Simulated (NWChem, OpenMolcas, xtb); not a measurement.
## A ladder of methods for GeNH3 (SMILES [NH2][GeH])

The species is GeNH3 (5 atoms), meant as a singlet with charge 0. As SMILES, `[NH2][GeH]`. Geometry: relaxed at PBE0-D4/def2-TZVP. This is one conformer, not always the lowest.

```xyz
5

N    -0.0841   -0.6022    0.0974
Ge    0.9888    0.8534    0.2598
H     0.1806   -1.5020    0.4653
H    -0.9850   -0.6201   -0.3525
H    -0.0503    1.7972   -0.5113
```

Quantity: the dipole moment, in D. The values are calculated.

```
                   level            kind     program  value (D)   CPU time
                GFN2-xTB  semi-empirical         xtb       1.59  under 2 s
                GFN0-xTB  semi-empirical         xtb       1.56  under 2 s
                GFN1-xTB  semi-empirical         xtb       2.22  under 2 s
               HF/STO-3G    Hartree–Fock  OpenMolcas       1.03      1.7 s
                HF/3-21G    Hartree–Fock  OpenMolcas       1.75      1.8 s
                HF/6-31G    Hartree–Fock  OpenMolcas       1.47      2.5 s
             HF/def2-SVP    Hartree–Fock  OpenMolcas       1.50      3.2 s
             SVWN5/6-31G             LDA  OpenMolcas       2.37      6.2 s
G96LYP/x2c-SVPall (DKH2)             GGA      NWChem       1.91       39 s
           B3LYP/pcseg-0   global hybrid      NWChem       2.03      1.8 s
```

All-electron rows without a relativistic Hamiltonian named are non-relativistic. The values span 1.03 to 2.37 D. Magnitudes only. Sets without polarisation functions give poor dipoles. Times are those of the runs behind each value, whatever else they computed, on shared processors of several kinds: orders of magnitude only.

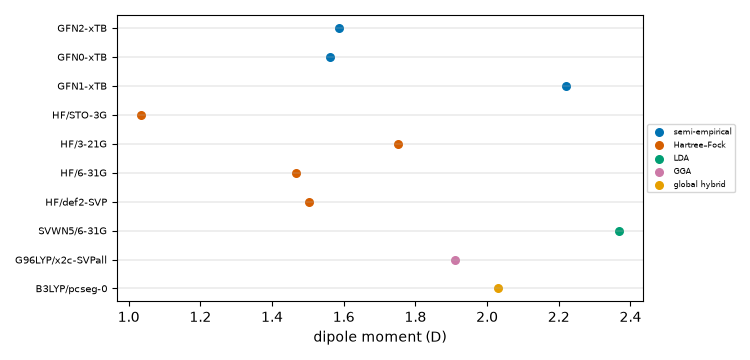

The values of the table, level by level.
